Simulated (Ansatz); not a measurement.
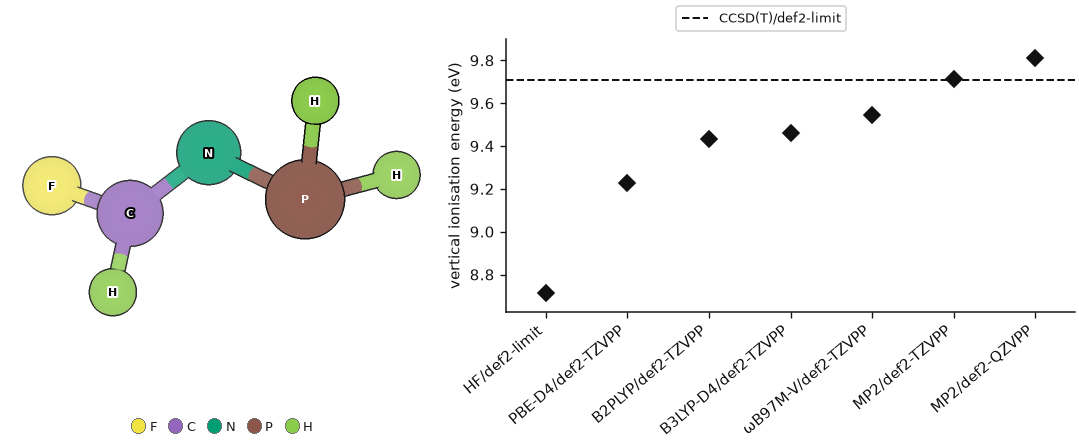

Vertical ionisation energy of CH₃FNP, SMILES F/C=N/P, taken as the energy of the cation less that of the neutral at fixed geometry (unrestricted doublet cation, cores frozen in correlated methods, no spin-orbit coupling), the Ansatz code 0.2.0, at a PBE0-D4/def2-TZVP geometry (a minimum by its frequencies). Limit means an estimate of the basis limit from triple and quadruple zeta; for coupled cluster it is either extrapolated directly or built as the MP2 limit plus the step from MP2 in triple zeta. B2PLYP/def2-TZVPP holds a correlation term that converges slowly with the basis, so part of the distance to the limit is basis error. The distance of MP2/def2-TZVPP and MP2/def2-QZVPP to the limit includes basis error.

Q: Which level comes closest to the line (CCSD(T)/def2-limit), and which misses most?

A: Closest MP2/def2-TZVPP (9.71 eV), against 9.71 eV; farthest HF/def2-limit (8.71 eV).

Q: Give the values.

A:
| level | eV | less CCSD(T)/def2-limit |
| --- | --- | --- |
| HF/def2-limit | 8.71 | −1.00 |
| PBE-D4/def2-TZVPP | 9.23 | −0.48 |
| B2PLYP/def2-TZVPP | 9.43 | −0.28 |
| B3LYP-D4/def2-TZVPP | 9.46 | −0.25 |
| ωB97M-V/def2-TZVPP | 9.54 | −0.17 |
| MP2/def2-TZVPP | 9.71 | 0.00 |
| MP2/def2-QZVPP | 9.81 | 0.10 |
| CCSD(T)/def2-limit | 9.71 | 0.00 |
